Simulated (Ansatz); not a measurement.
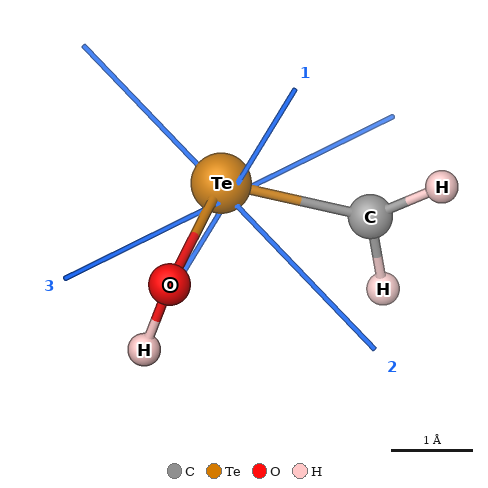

The three principal axes of inertia are drawn and numbered. Distant atoms are faded towards the background colour. Charge −1, singlet. The geometry was computed by an optimisation with PBE-D4/def2-SVPD. No frequency run is at hand to confirm it as a minimum. Masses are those of the most abundant isotopes; constants are for the rigid equilibrium geometry.

> Which line is the a axis (least moment of inertia), which b and which c?

a is line 3, b is line 2, c is line 1; the moments are 37.7, 108, 141 u Å².

> Classify the rotor and give the rotational constants (MHz).

An asymmetric top (C1): A = 13417, B = 4660, C = 3587 MHz. Ray's parameter κ is −0.78, nearer the prolate limit.
